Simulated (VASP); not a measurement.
Band structure of C. Level of theory: LDA (Ceperley-Alder, Perdew-Zunger), VASP's LDA PAW potentials (set 64) (plane waves; VASP).

The cell holds a wide vacuum, so values per volume refer to the whole cell.

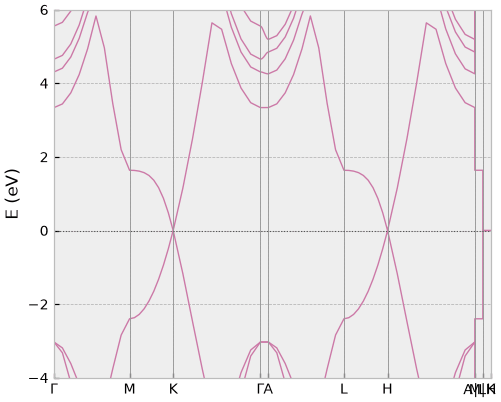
Fig. 1. Bands along high-symmetry lines, zero at the valence-band maximum or, without a gap, the Fermi level

Q: Read the plot: is there a gap, and where are the band edges?

A: It has no gap at this level: it comes out as a metal or semimetal. (Edges off the drawn lines would not show.)

The cell is a sheet with vacuum, built from a database entry that may be metastable or hypothetical.
